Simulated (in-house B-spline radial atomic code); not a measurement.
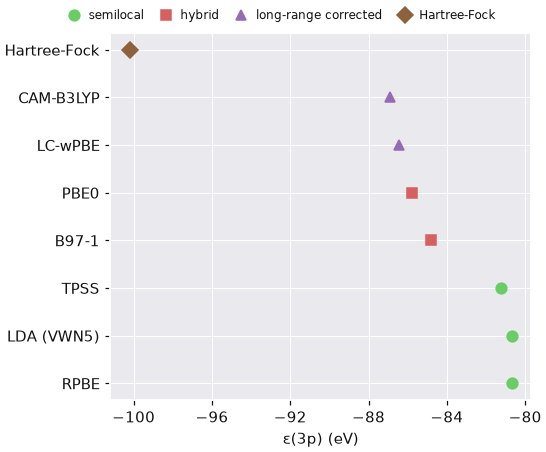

System: the Cu⁺ ion, configuration [Ar] 3d10. All runs are scalar-relativistic, spin-polarised and spherical, computed with an in-house B-spline radial code (spin-free X2C). Hartree-Fock is the average over the configuration. The plot shows the eigenvalue (eV) of the 3p orbital by 8 methods.

Q: How much do the methods differ, and in which order?

A: The deepest is Hartree-Fock (−100) and the shallowest RPBE (−80.7), a spread of 19.5 eV. In order (eV): Hartree-Fock (−100), CAM-B3LYP (−86.9), LC-wPBE (−86.4), PBE0 (−85.8), B97-1 (−84.8), TPSS (−81.2), LDA (VWN5) (−80.7), RPBE (−80.7). On the whole, exact exchange removes self-interaction and deepens occupied levels.
